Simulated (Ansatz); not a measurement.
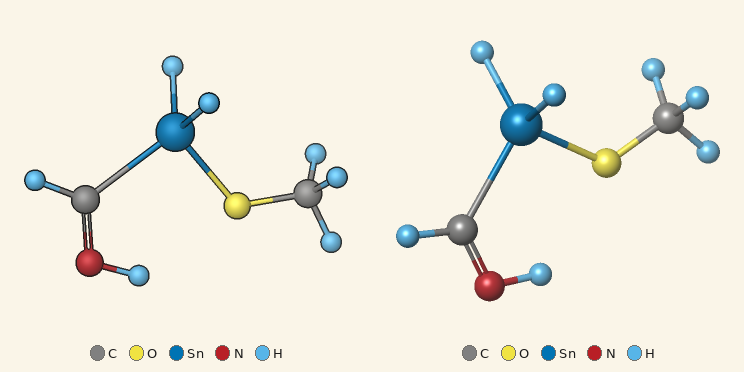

Two views of one molecule.

The geometry was computed by an optimisation with PBE0-D4/def2-TZVP.

Description:

The molecule is C₂H₇NOSn. As SMILES it reads `[H]/N=[CH]\[SnH2][O]C`. Among its groups: imine. Coordination, clear cases only: 1 C tetrahedral; 1 O bent; 1 C trigonal planar; 1 N bent.

More results for the same structure follow; atom numbers are the same in all pictures, views and colours differ.

Levels of theory compared

Program: Ansatz 0.2.0.

Tabulate HOMO–LUMO gap (eV) at these levels: B97M-V/def2-TZVPP; CAM-B3LYP-D4/def2-TZVPP; HSE06 (plane-wave form)-D4/def2-TZVPP; PBE0-D4/def2-SVP; PBE0-D4/def2-TZVPP; r2SCAN-D4/def2-TZVPP; r2SCAN0-D4/def2-TZVPP; revPBE-D4/def2-TZVPP; ωB97M-V/def2-QZVPP; ωB97M-V/def2-SVP.

| level | HOMO–LUMO gap (eV) |
| --- | --- |
| B97M-V/def2-TZVPP | 4.40 |
| CAM-B3LYP-D4/def2-TZVPP | 8.55 |
| HSE06 (plane-wave form)-D4/def2-TZVPP | 5.36 |
| PBE0-D4/def2-SVP | 6.24 |
| PBE0-D4/def2-TZVPP | 6.15 |
| r2SCAN-D4/def2-TZVPP | 4.19 |
| r2SCAN0-D4/def2-TZVPP | 6.42 |
| revPBE-D4/def2-TZVPP | 3.80 |
| ωB97M-V/def2-QZVPP | 9.85 |
| ωB97M-V/def2-SVP | 10.44 |

Dipole moment

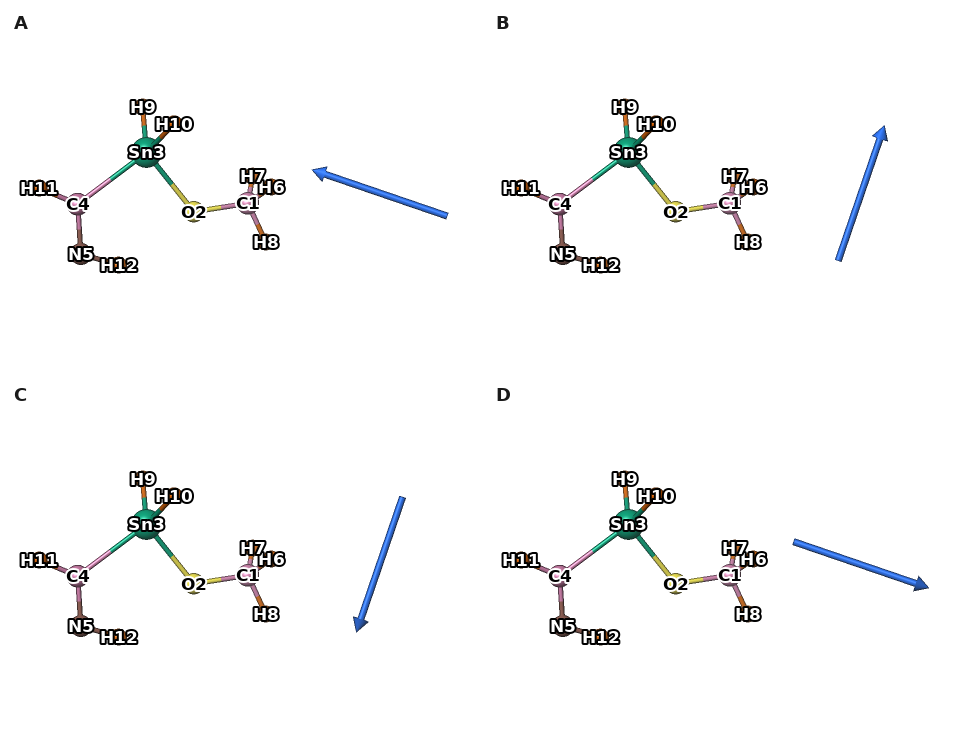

The same molecule four times, each with an arrow. Level of theory: RKS PBE0-D4/def2-TZVP, core potentials on Sn (Ansatz 0.2.0).

> Which arrow points along the dipole moment, from the negative to the positive end?

B. The dipole moment is 2.67 D; it points from the side of N5, H12 to the side of H9, H10 (the outermost atoms at the two ends).

Charges

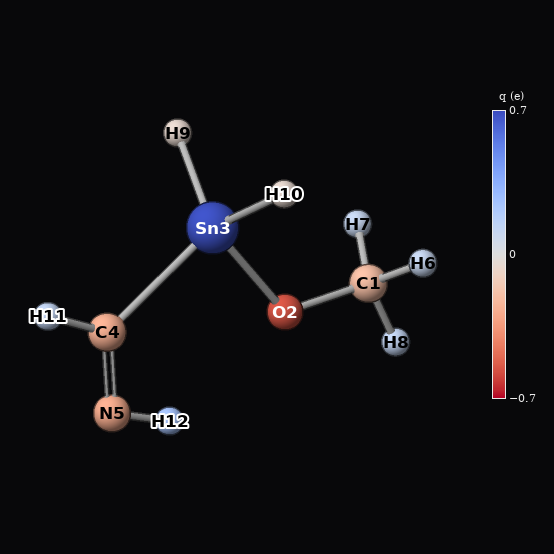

Atoms are coloured by their Mulliken charges. Method: RKS PBE0-D4/def2-TZVP, core potentials on Sn (Ansatz 0.2.0).

List the Mulliken charges.

```
atom  value (e)
  C1      −0.20
  O2      −0.55
 Sn3       0.68
  C4      −0.26
  N5      −0.28
  H6       0.11
  H7       0.11
  H8       0.12
  H9      −0.05
 H10      −0.05
 H11       0.13
 H12       0.24
```

Mulliken values depend strongly on the basis set and can even reverse the polarity of a bond.
